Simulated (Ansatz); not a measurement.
System: SrHfCl6.

```xyz
24
Lattice="-3.2815 5.6838 0.0000 6.5631 0.0000 0.0000 0.0000 0.0000 -18.1734" Properties=species:S:1:pos:R:3 pbc="T T T"
Sr    0.0000    3.7892  -15.1445
Sr    0.0000    0.0000   -9.0867
Sr    3.2816    1.8946   -3.0290
Hf    3.2816    1.8946  -12.1157
Hf    0.0000    3.7892   -6.0578
Hf    0.0000    0.0000    0.0000
Cl    2.1796    0.2224  -13.5159
Cl   -1.1019    2.1170   -7.4582
Cl    2.1797    4.0115   -1.4004
Cl    2.3843    3.6850  -13.5159
Cl   -0.8972    5.5795   -7.4582
Cl   -0.8972    1.7903   -1.4004
Cl    4.5639    0.1182  -16.7730
Cl    1.2824    2.0127  -10.7152
Cl   -1.9991    3.9073   -4.6575
Cl    4.1787    3.8934  -16.7730
Cl    4.1788    0.1042  -10.7152
Cl    0.8973    1.9988   -4.6575
Cl    1.1018    1.6722  -16.7730
Cl    4.3834    3.5668  -10.7152
Cl    1.1019    5.4614   -4.6575
Cl    5.2806    1.7765  -13.5159
Cl    1.9991    3.6710   -7.4582
Cl   -1.2824    5.5656   -1.4004
```

Space group R-3; a structure from a database of computed crystals, not necessarily the ambient phase; started from the MgTiF6-148 prototype, which need not be the ambient phase.

These are results of Ansatz 0.2.0, DFT, PBEsol, plane waves, PAW, not measurements.

What can the converged valence pseudo-density and electron localisation function tell about the bonding?

Answer. Hf–Cl (2.44 Å): the density is about 0.52 e/Å³ at the midpoint; the ELF peaks at about 0.85 in the valence shell of Cl, 0.8 Å from its nucleus, and is about 0.35 at the midpoint.
Sr–Cl (2.89 Å): ρ at the midpoint is about 0.18 e/Å³; the ELF peaks at about 0.90 in the valence shell of Cl, 0.8 Å from its nucleus, and drops to about 0.10 between the two atoms (an ionic contact with no shared pair).

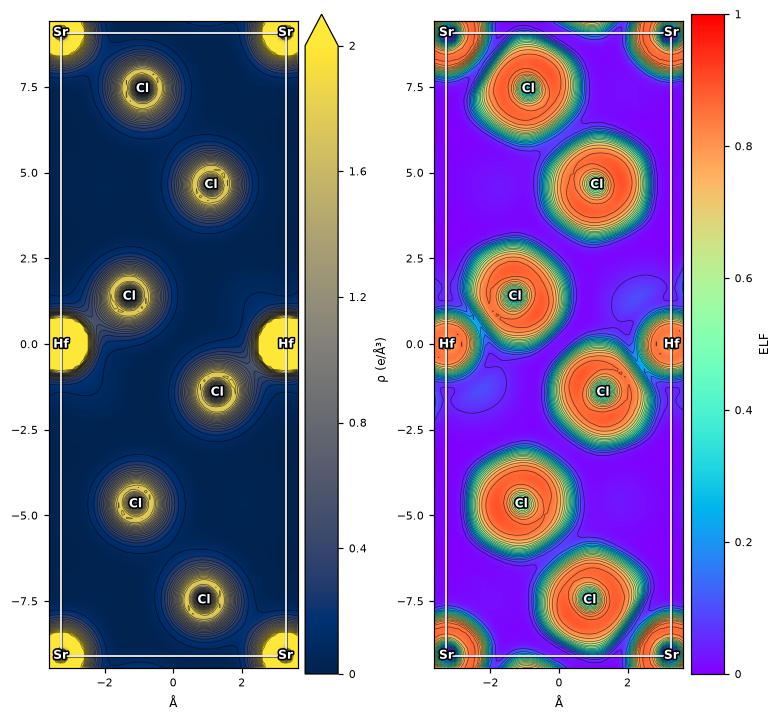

Computed valence pseudo-density and electron localisation function on the (100) plane of the conventional cell, in this order. 

Core electrons are frozen (PAW), and the valence fields are smoothed inside the atomic spheres.
